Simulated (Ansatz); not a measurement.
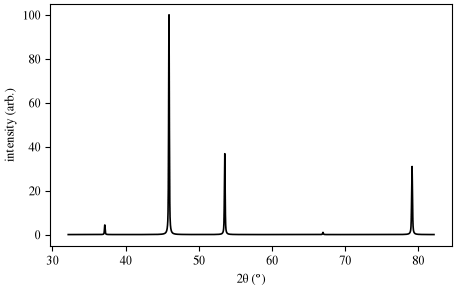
Figure. Simulated powder pattern, Fe Kα, λ = 1.93735 Å

The pattern belongs to a structure relaxed with plane-wave PAW PBE (Ansatz code).

Question: Which of these materials gives this?
A. ZnIn2O4, I-4 (In on 2b, In on 2d, Zn on 2a, O on 8g)
B. Ga2O3, C2/m (Pearson symbol mS20)
C. SrZrO3, R3c (Sr on 6a, Zr on 6a, O on 18b)
D. Cu2O, Pn-3m (Cu on 4c, O on 2a)

Answer: D, Cu2O, Pn-3m (Cu on 4c, O on 2a)

The cell was relaxed with PBE under the symmetry of its start. The workflow began spin-polarised and lost its moments. No Hubbard U is applied.

Potentials: the earlier of the program's two PAW sets.
